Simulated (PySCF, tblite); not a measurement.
# Ge₂₄H₃₈: electronic excitations

Aim: compute the electronic excitations of Ge₂₄H₃₈.

Programs: tblite 0.8.0 and PySCF 2.14.0, with routines of our own; each step states its level. All values are computed. Atoms count from 0.

## 1. The starting structure

62 atoms, charge 0, multiplicity 1; geometry from: force field, distance geometry or constructed start.

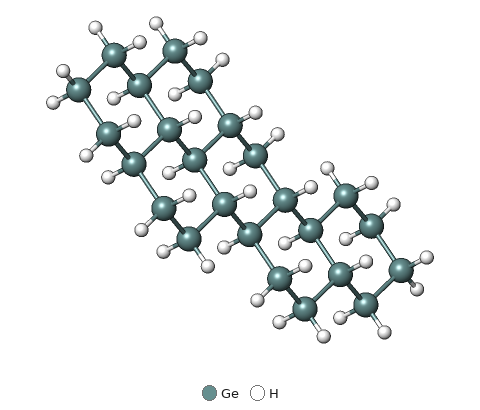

The starting geometry (germanium teal, hydrogen white).

## 2. Relaxing the molecule with GFN2-xTB

The job: settings as JSON, then the geometry in Å.

```
{"job": {"kind": "relax", "xc": "GFN2-xTB", "basis": "xTB"}, "charge": 0, "multiplicity": 1}
Ge     8.382600    -2.149400    -0.401600
Ge     6.369000    -0.987200     0.393100
Ge     4.371900    -2.149900    -0.399000
Ge     4.366000    -4.458900     0.393800
Ge     6.371200    -5.622400    -0.396600
Ge     8.374400    -4.463800     0.397400
Ge     2.361400     1.327600    -0.403300
Ge     0.359200     2.486500     0.401500
Ge    -1.647000     1.323800    -0.400400
Ge    -1.652500    -0.990600     0.401600
Ge     0.353700    -2.148800    -0.402100
Ge     2.358800    -0.991800     0.400000
Ge     0.352400     4.800200    -0.395000
Ge    -1.647500     5.956700     0.397300
Ge    -3.657300     4.804600    -0.399800
Ge    -3.657000     2.484400     0.406300
Ge    -5.660200     5.959200     0.400900
Ge    -7.667100     4.796100    -0.401000
Ge    -7.666600     2.485600     0.402500
Ge    -5.657800     1.326800    -0.397300
Ge     0.353500    -4.459500     0.401500
Ge     2.360400    -5.619700    -0.400200
Ge    -5.657200    -0.985200     0.406600
Ge    -3.659300    -2.151900    -0.401500
H      8.378200    -2.145000    -1.929100
H      9.621800    -1.426700     0.109300
H      6.372900    -0.987500     1.929300
H      6.371600     0.454400    -0.105600
H      4.367300    -2.147200    -1.932000
H      4.367800    -4.462900     1.933400
H      6.375800    -5.620600    -1.931100
H      6.370300    -7.063500     0.107000
H      8.376700    -4.463200     1.928100
H      9.630000    -5.186500    -0.103100
H      2.362500     1.327700    -1.933300
H      3.612000     2.049900     0.103900
H      0.355000     2.483900     1.925900
H     -1.648800     1.328400    -1.932600
H     -1.648600    -0.993700     1.929900
H      0.351000    -2.144200    -1.928800
H      2.361200    -0.992100     1.933800
H      0.361700     4.793900    -1.926300
H      1.610900     5.522300     0.103200
H     -1.647100     5.956800     1.928200
H     -1.653400     7.402700    -0.104400
H     -3.657000     4.801100    -1.933400
H     -3.652700     2.483900     1.929400
H     -5.660900     5.959900     1.932300
H     -5.659000     7.401400    -0.106600
H     -7.664100     4.800200    -1.928000
H     -8.917200     5.514000     0.109900
H     -7.659400     2.485100     1.929700
H     -8.916700     1.761600    -0.106700
H     -5.664000     1.324300    -1.933000
H      0.356500    -4.464200     1.931500
H     -0.894900    -5.182200    -0.106200
H      2.367900    -5.626900    -1.931900
H      2.364000    -7.057200     0.106100
H     -5.660500    -0.990500     1.934000
H     -6.911700    -1.709600    -0.107800
H     -3.658900    -2.146700    -1.928500
H     -3.651200    -3.591600     0.104900
```

Run with:

```
OMP_NUM_THREADS=4 python large_run.py task.json out
```

This one command runs all jobs of the session in turn.

Log:

```text
step      E/eV     max force
  0   -1792.88093    0.934
  1   -1793.10360    0.670
  2   -1793.48394    0.415
  3   -1793.56175    0.432
  4   -1793.76417    0.362
  5   -1793.79425    0.257
  6   -1793.80866    0.140
  7   -1793.81802    0.122
  8   -1793.82894    0.175
  9   -1793.83688    0.156
 10   -1793.84465    0.131
 11   -1793.85260    0.146
 12   -1793.86198    0.180
 13   -1793.87244    0.211
 14   -1793.88420    0.211
 15   -1793.89532    0.156
 16   -1793.90309    0.106
 17   -1793.90798    0.087
 18   -1793.91275    0.100
 19   -1793.91927    0.106
 20   -1793.92710    0.121
 21   -1793.93423    0.112
 22   -1793.93944    0.089
 23   -1793.94358    0.088
 24   -1793.94793    0.098
 25   -1793.95253    0.114
 26   -1793.95709    0.134
 27   -1793.96220    0.124
 28   -1793.96816    0.125
 29   -1793.97404    0.122
 30   -1793.97853    0.108
 31   -1793.98179    0.112
 32   -1793.98492    0.112
 33   -1793.98836    0.102
 34   -1793.99126    0.067
 35   -1793.99302    0.068
 36   -1793.99408    0.057
 37   -1793.99493    0.038
 38   -1793.99570    0.040
 39   -1793.99647    0.048
 40   -1793.99736    0.060
 41   -1793.99845    0.063
 42   -1793.99965    0.055
 43   -1794.00076    0.050
 44   -1794.00165    0.052
 45   -1794.00243    0.043
 46   -1794.00314    0.038
 47   -1794.00374    0.039
 48   -1794.00443    0.040
 49   -1794.00528    0.057
 50   -1794.00627    0.064
 51   -1794.00760    0.061
 52   -1794.00867    0.057
 53   -1794.00949    0.050
 54   -1794.01042    0.040
 55   -1794.01103    0.033
 56   -1794.01161    0.033
 57   -1794.01212    0.038
 58   -1794.01276    0.038
 59   -1794.01359    0.054
 60   -1794.01440    0.053
 61   -1794.01541    0.044
 62   -1794.01610    0.041
 63   -1794.01677    0.035
 64   -1794.01728    0.037
 65   -1794.01762    0.029
 66   -1794.01784    0.022
 67   -1794.01799    0.017
```

Wall time 29 s (4 threads of Arm Neoverse N1, shared host); peak memory 0.13 GiB.

The steps of the relaxation:

| step | energy from step 0 (eV) | largest force (eV/Å) |
| --- | --- | --- |
| 0 | 0.0000 | 0.9343 |
| 1 | -0.2227 | 0.6699 |
| 2 | -0.6030 | 0.4149 |
| 3 | -0.6808 | 0.4320 |
| 4 | -0.8832 | 0.3617 |
| 5 | -0.9133 | 0.2573 |
| 6 | -0.9277 | 0.1403 |
| 7 | -0.9371 | 0.1217 |
| 8 | -0.9480 | 0.1745 |
| 13 | -0.9915 | 0.2107 |
| 18 | -1.0318 | 0.0991 |
| 23 | -1.0627 | 0.0883 |
| 28 | -1.0872 | 0.1251 |
| 33 | -1.1074 | 0.1012 |
| 38 | -1.1148 | 0.0401 |
| 43 | -1.1198 | 0.0504 |
| 48 | -1.1235 | 0.0399 |
| 53 | -1.1286 | 0.0498 |
| 58 | -1.1318 | 0.0386 |
| 63 | -1.1358 | 0.0344 |
| 64 | -1.1363 | 0.0366 |
| 65 | -1.1367 | 0.0285 |
| 66 | -1.1369 | 0.0224 |
| 67 | -1.1371 | 0.0171 |

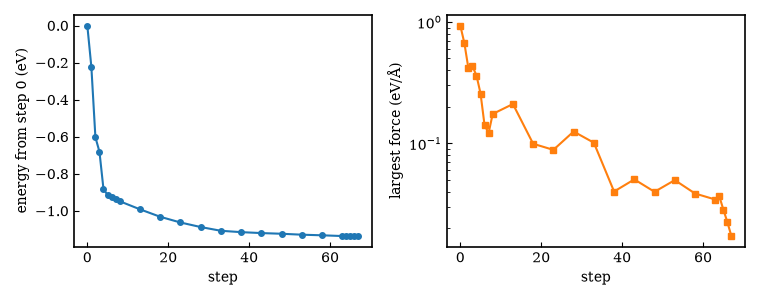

Energy and largest force along the relaxation.

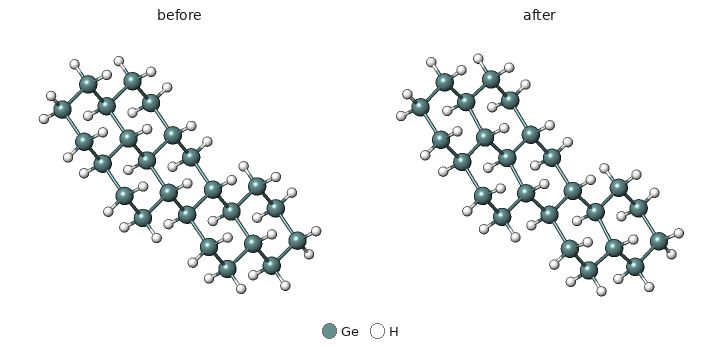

The geometry before (left) and after (right).

Distances of close pairs at the start and the end, largest changes first:

| bond | before (Å) | after (Å) | change (Å) |
| --- | --- | --- | --- |
| Ge0–Ge1 | 2.457 | 2.404 | -0.053 |
| Ge16–Ge17 | 2.454 | 2.405 | -0.049 |
| Ge0–Ge5 | 2.448 | 2.399 | -0.049 |
| Ge22–Ge23 | 2.451 | 2.406 | -0.045 |
| Ge20–Ge21 | 2.453 | 2.410 | -0.043 |
| Ge17–Ge18 | 2.446 | 2.405 | -0.041 |
| Ge4–Ge5 | 2.447 | 2.408 | -0.038 |
| Ge9–Ge23 | 2.454 | 2.423 | -0.031 |

The final coordinates are the input of the step that follows.

## 3. Electronic excitations: TDDFT PBE/def2-SVP

The job: settings as JSON, then the geometry in Å.

```
{"job": {"kind": "uv", "basis": "def2-SVP", "grid": 1, "kgrid": 0, "vcut": null, "nstates": 6, "ntriplets": 2, "tda": false, "delta": ["ip_vertical"], "pop": true, "xc": "PBE"}, "charge": 0, "multiplicity": 1}
Ge     8.547899    -2.204787    -0.328819
Ge     6.530032    -1.088449     0.348889
Ge     4.492674    -2.283551    -0.213626
Ge     4.503461    -4.701188     0.255671
Ge     6.617534    -5.734062    -0.368236
Ge     8.569391    -4.510781     0.334083
Ge     2.402644     1.270153    -0.387637
Ge     0.434416     2.568335     0.213098
Ge    -1.675318     1.419041    -0.296363
Ge    -1.703658    -0.978865     0.245471
Ge     0.344296    -2.235626    -0.234503
Ge     2.429587    -1.060299     0.294583
Ge     0.306784     4.928624    -0.351542
Ge    -1.695776     6.059413     0.376837
Ge    -3.782791     4.985433    -0.236369
Ge    -3.774893     2.580509     0.274335
Ge    -5.863953     6.088516     0.362266
Ge    -7.833030     4.905906    -0.350879
Ge    -7.844555     2.608900     0.362304
Ge    -5.848547     1.359063    -0.235528
Ge     0.424289    -4.587468     0.363506
Ge     2.406480    -5.748699    -0.365413
Ge    -5.754129    -0.987616     0.365984
Ge    -3.756263    -2.118686    -0.354103
H      8.687137    -2.126554    -1.835514
H      9.796921    -1.483730     0.142178
H      6.591795    -0.849383     1.847328
H      6.486281     0.332327    -0.187808
H      4.521975    -2.238686    -1.757725
H      4.515828    -4.762024     1.796489
H      6.657266    -5.913043    -1.876033
H      6.666172    -7.177599     0.107638
H      8.664355    -4.597042     1.844759
H      9.842560    -5.215999    -0.094518
H      2.588851     1.357078    -1.897716
H      3.661848     1.998442     0.083102
H      0.453791     2.567914     1.755427
H     -1.714211     1.407544    -1.844056
H     -1.760673    -0.991789     1.788574
H      0.379034    -2.300950    -1.777645
H      2.413198    -0.956771     1.835101
H      0.411698     5.079004    -1.860553
H      1.550990     5.684340     0.098843
H     -1.648088     6.209149     1.888417
H     -1.682377     7.517983    -0.064293
H     -3.783670     5.027967    -1.776327
H     -3.747020     2.572519     1.821697
H     -5.914978     6.271156     1.869565
H     -5.873406     7.531787    -0.117049
H     -7.902604     4.948614    -1.864757
H     -9.109051     5.634971     0.037301
H     -8.031518     2.565374     1.869447
H     -9.097138     1.890520    -0.116173
H     -5.883627     1.354750    -1.776060
H      0.308855    -4.748612     1.870695
H     -0.820287    -5.331971    -0.104569
H      2.367852    -5.881032    -1.877610
H      2.397155    -7.212169     0.054949
H     -5.865974    -1.100592     1.876419
H     -7.019358    -1.708914    -0.080839
H     -3.824820    -2.298215    -1.861427
H     -3.747369    -3.568674     0.114870
```

Level: TDDFT PBE/def2-SVP, vertical, gas phase, core orbitals frozen in the response.

Log:

```text
start: PBE on a coarse grid of 256330 points
cycle   1  E = -49857.0079854292  dE = -1.232e+01  |g| = 2.229e+00  |ddm| = 8.555e+00
cycle   2  E = -49856.7279148960  dE =  2.801e-01  |g| = 2.719e+00  |ddm| = 2.783e+00
cycle   3  E = -49857.4340666374  dE = -7.062e-01  |g| = 2.054e-01  |ddm| = 2.039e+00
cycle   4  E = -49857.4498722757  dE = -1.581e-02  |g| = 7.340e-02  |ddm| = 4.930e-01
cycle   5  E = -49857.4518181642  dE = -1.946e-03  |g| = 2.734e-02  |ddm| = 1.526e-01
cycle   6  E = -49857.4520116408  dE = -1.935e-04  |g| = 7.081e-03  |ddm| = 4.534e-02
final grid: 256330 points
cycle   7  E = -49857.4519793347  dE =  3.231e-05  |g| = 1.350e-02  |ddm| = 2.967e-02
cycle   8  E = -49857.4517657056  dE =  2.136e-04  |g| = 2.876e-02  |ddm| = 6.285e-02
cycle   9  E = -49857.4520395183  dE = -2.738e-04  |g| = 2.926e-03  |ddm| = 4.599e-02
cycle  10  E = -49857.4520260354  dE =  1.348e-05  |g| = 5.285e-04  |ddm| = 5.172e-03
cycle  11  E = -49857.4520295878  dE = -3.552e-06  |g| = 7.023e-05  |ddm| = 7.980e-04
converged SCF energy = -49857.4520295878
Vertical ionisation energy (delta-SCF) = 7.2151 eV   <S^2> = 0.751

Static polarisability (au): isotropic 972.944, principal 487.160 930.334 1501.338

Singlet excitations
state   eV       nm        f      main configurations
  1   3.4369    360.7   0.71044   H->L 0.93
  2   3.5641    347.9   0.08932   H-1->L 0.89
  3   3.6008    344.3   0.00305   H->L+1 0.79, H-2->L 0.16
  4   3.6162    342.9   0.01443   H-2->L 0.79, H->L+1 0.13
  5   3.7641    329.4   0.00986   H-1->L+1 0.90
  6   3.7909    327.1   0.00084   H->L+2 0.69, H-3->L 0.25

Triplet excitations (Tamm-Dancoff, eV): 3.1932 3.3599
```

It took 2.9 min on 4 threads of Arm Neoverse N1, shared host; peak memory 3 GiB.

The orbitals next to the gap, with their largest atomic shares:

| orbital | eV | atoms |
| --- | --- | --- |
| HOMO−4 | -6.58 | Ge3 13 %, Ge2 12 %, Ge21 7 % |
| HOMO−3 | -6.51 | Ge18 8 %, Ge19 8 %, Ge8 6 % |
| HOMO−2 | -6.31 | Ge19 8 %, Ge13 8 %, Ge14 7 % |
| HOMO−1 | -6.17 | Ge8 10 %, Ge9 10 %, Ge7 9 % |
| HOMO | -6.00 | Ge15 8 %, Ge9 8 %, Ge8 8 % |
| LUMO | -2.74 | Ge9 9 %, Ge10 8 %, Ge2 7 % |
| LUMO+1 | -2.46 | Ge11 9 %, Ge7 8 %, Ge8 8 % |
| LUMO+2 | -2.26 | Ge8 8 %, Ge10 8 %, Ge11 8 % |
| LUMO+3 | -2.07 | Ge3 10 %, Ge21 9 %, Ge19 9 % |

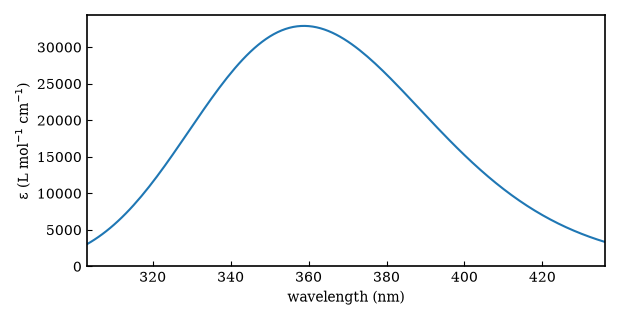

Absorption spectrum: each of the 6 states is a Gaussian band of 0.4 eV half-width at 1/e. Beyond the last state computed it falls off for lack of states.

Further results of this job:

| property | computed |
| --- | --- |
| dipole moment (D) | 0.10 |
| polarisability (Å³) | 144.18 |
| HOMO–LUMO gap (eV) | 3.26 |
| −ε(HOMO) (eV) | 6.00 |

## 4. Results

| quantity | value |
| --- | --- |
| lowest singlet (PBE/def2-SVP) | 3.44 eV (361 nm), f = 0.710 |
| lowest triplet | 3.19 eV |

**Reading.** The first singlet state (HOMO→LUMO 0.93) lies at 3.44 eV and is bright. The lowest triplet lies 0.24 eV below the lowest singlet (triplets in Tamm-Dancoff, singlets in full TDDFT).
